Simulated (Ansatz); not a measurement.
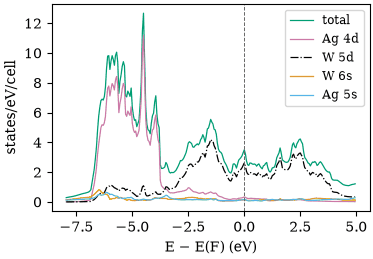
Figure: Total and projected density of states of AgW in space group Pmma (No. 51; W on 2e, Ag on 2f), plane-wave PAW PBE (Ansatz code)

Problem. Which orbitals carry the states next to the Fermi level?

Solution. Within 0.5 eV of the Fermi level: W 5d 75 %, Ag 4d 9 %, outside the projected shells 8 %. Projections are on Löwdin-orthogonalised atomic valence shells; empty p or d shells of many metals are not among them.

Problem. Where is the tallest occupied peak in this window, and what makes it?

Solution. Near -4.5 eV, about 13 states/eV per cell; the largest projected share is Ag 4d.

The start of the workflow was typed in or built on a structure type; neither database checked (COD, Materials Project) lists it. Its standing as an ambient phase is unchecked. The cell was relaxed with PBE under the symmetry of its start; its stability against distortions is not shown here. The run is not spin-polarised. Its formation energy is positive at this level, so the cell may be metastable or incomplete. Spin–orbit coupling is left out wherever it is not named.

Potentials: the earlier of the program's two PAW sets.
